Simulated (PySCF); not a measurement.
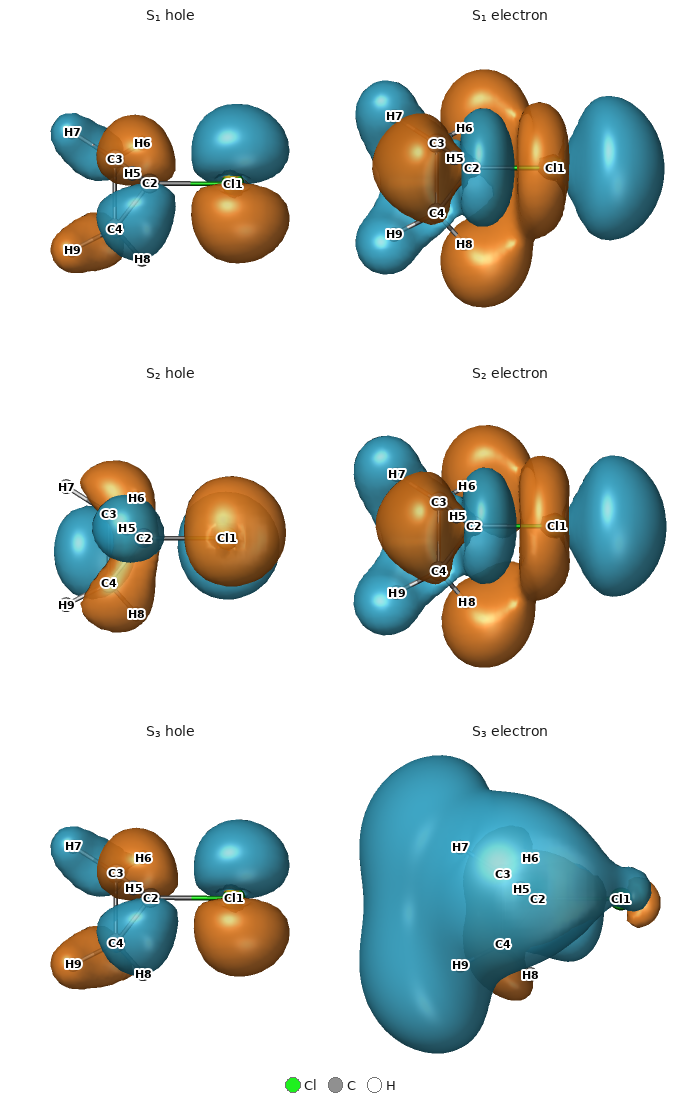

Figure 1: C$_{3}$H$_{5}$Cl, SMILES `ClC1CC1`. Leading natural transition orbitals (TDA singlet states).

Method: B3LYP/def2-TZVP; geometry: GFN2-xTB; program: PySCF. No frequency check shows the geometry to be a minimum. GFN2-xTB bond lengths at metals and heavier atoms can be off by up to 0.1 Å and shapes distorted, which carries into these values. Without diffuse functions Rydberg states are missing, so the states' numbers hold for this basis only.

The calculation's input:

```python
import numpy as np
from pyscf import gto, scf, dft, tdscf
from pyscf.scf import atom_ks, atom_hf
from scipy.linalg import block_diag

def solve(mol, dm0=None, hcore=None):
    mf = (dft.UKS if mol.spin else dft.RKS)(mol, xc='b3lyp')
    mf.grids.level = 3
    mf = mf.density_fit(auxbasis='def2-universal-jkfit')
    mf.conv_tol, mf.max_cycle = 1e-8, 80
    if hcore is not None:
        mf.get_hcore = lambda *args: hcore
    mf.kernel(dm0)
    if not mf.converged:
        mf = mf.newton().run(mf.mo_coeff, mf.mo_occ, max_cycle=30)
    assert mf.converged, 'SCF not converged'
    return mf

mol = gto.M(atom='''
Cl    -1.38853     0.00000     0.08971
C      0.24660    -0.00005    -0.55722
C      1.31028     0.75034     0.17485
C      1.31031    -0.75031     0.17487
H      0.23107     0.00001    -1.63764
H      1.03402     1.25363     1.08808
H      2.05133     1.27455    -0.40932
H      1.03408    -1.25359     1.08812
H      2.05139    -1.27451    -0.40928
''', basis='def2-tzvp', charge=0, spin=0, verbose=4)
mf = solve(mol)
td = mf.TDA()
td.nstates, td.singlet, td.conv_tol = 4, True, 1e-5
td.kernel()
td.analyze()
x, y = np.array([p[0] for p in td.xy]), np.array([p[1] + 0 * p[0] for p in td.xy])
f, mu = td.oscillator_strength(), td.transition_dipole()
nto = [td.get_nto(state=i + 1, verbose=4) for i in range(len(td.e))]
# spherically averaged free atoms, for the promolecule
atm = atom_ks.get_atm_nrks(mol, xc='b3lyp')
pro = block_diag(*[(atm[a[0]][2] * atm[a[0]][3]) @ atm[a[0]][2].T for a in mol._atom])
np.savez('result.npz', e=td.e, f=f, ok=td.converged, w=[n[0] for n in nto], nto=[n[1] for n in nto], x=x, y=y, c=mf.mo_coeff, occ=mf.mo_occ, eps=mf.mo_energy, pro=pro, mu=mu)
```

Command:

```sh
OMP_NUM_THREADS=1 python input.py
```

The run took 4.9 min on 1 thread of Arm Neoverse V1 (shared host), peak memory 0.75 GiB.

Q: Describe these excited states.

A: By state:
- S₁: 6.85 eV (181 nm), f = 0.000 (very weak); the leading pair carries 99 %; hole on Cl1 (56 %), C2 (17 %) and C3 and C4 (10 % each), electron on Cl1 (45 %), C2 (26 %) and C3 and C4 (6 % each); their centroids lie 0.1 Å apart.
- S₂: 7.33 eV (169 nm), f = 0.004; the leading pair carries 99 %; hole on Cl1 (59 %), C3 and C4 (12 % each) and C2 (8 %), electron on Cl1 (44 %), C2 (25 %) and C3 and C4 (6 % each); their centroids lie 0.2 Å apart.
- S₃: 7.65 eV (162 nm), f = 0.006, partly diffuse acceptor orbital, which a basis without diffuse functions describes poorly; the leading pair carries 100 %; hole on Cl1 (50 %), C2 (19 %) and C3 and C4 (12 % each), electron on H5 (26 %), H7 and H9 (16 % each) and C2 (14 %) (atom shares of so diffuse an orbital are rough); their centroids lie 2.0 Å apart.
